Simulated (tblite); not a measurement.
# C3H8BrGeN: the cost of one run

Programs: tblite 0.8.0 and PySCF 2.14.0, with density-fitted response routines of our own. Each step states its level of theory. These are calculated values for one molecule in the gas phase, unless marked as measured. Atoms count from 0, in the outputs and in this text.

### 1 Starting geometry

14 atoms, charge 0, multiplicity 1; geometry from: force field or distance geometry start.

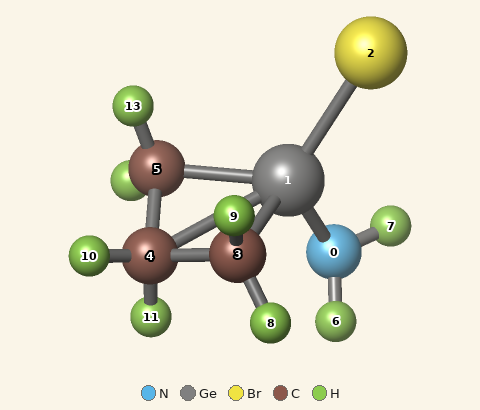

As it starts; nitrogen blue, germanium grey, bromine yellow, carbon brown, hydrogen green, atoms numbered; sticks join atoms by distance.

### 2 Optimising the geometry with GFN2-xTB

Job settings and geometry (Å):

```
{"job": {"kind": "relax", "xc": "GFN2-xTB", "basis": "xTB"}, "charge": 0, "multiplicity": 1}
N      2.109100     0.155800    -0.469300
Ge     0.664700     0.396500     0.656400
Br     1.070300     1.268700     2.740900
C     -0.572400    -1.073800     0.533800
C     -1.197500    -0.364700    -0.623700
C     -0.847900     1.068200    -0.334800
H      2.154000    -0.779200    -0.913500
H      3.007600     0.533300    -0.128500
H     -0.100100    -2.047400     0.265600
H     -1.220200    -1.138900     1.439900
H     -2.284700    -0.517300    -0.673000
H     -0.688800    -0.702700    -1.564500
H     -0.570500     1.582900    -1.273500
H     -1.524200     1.618200     0.322100
```

On the command line:

```bash
OMP_NUM_THREADS=1 python probes_run.py task.json out
```

This one command runs all jobs of the session in turn.

**Question.** How long does this first job take on 1 thread of Arm Neoverse N1, shared host?

About 1.2 s.
